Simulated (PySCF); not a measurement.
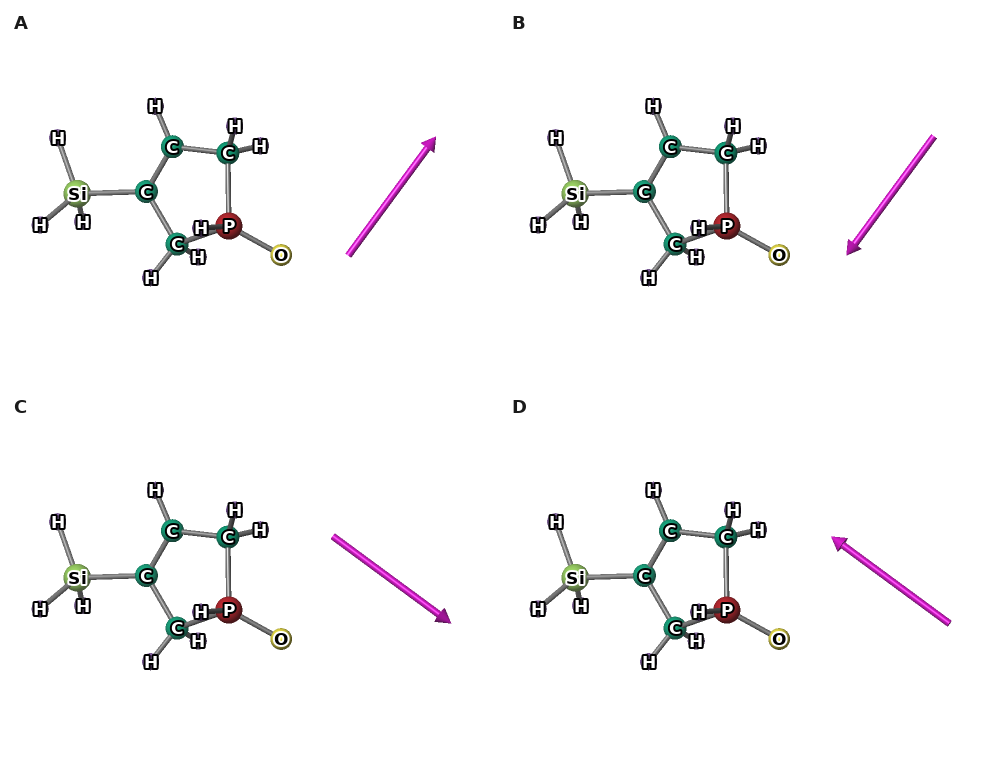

The same molecule four times, each with an arrow. Computed geometry: GFN2-xTB optimisation. No frequency run is at hand to confirm it as a minimum. Method: PBE0/pcSseg-1, gas phase (PySCF 2.14.0).

Which arrow points along the dipole moment, from the negative to the positive end?

D. The dipole moment is 3.70 D.

The geometry is semi-empirical. Around P, Si such bond lengths and angles can be off by a tenth of an ångström or more and by several degrees, and values that hang on the shape move with them.
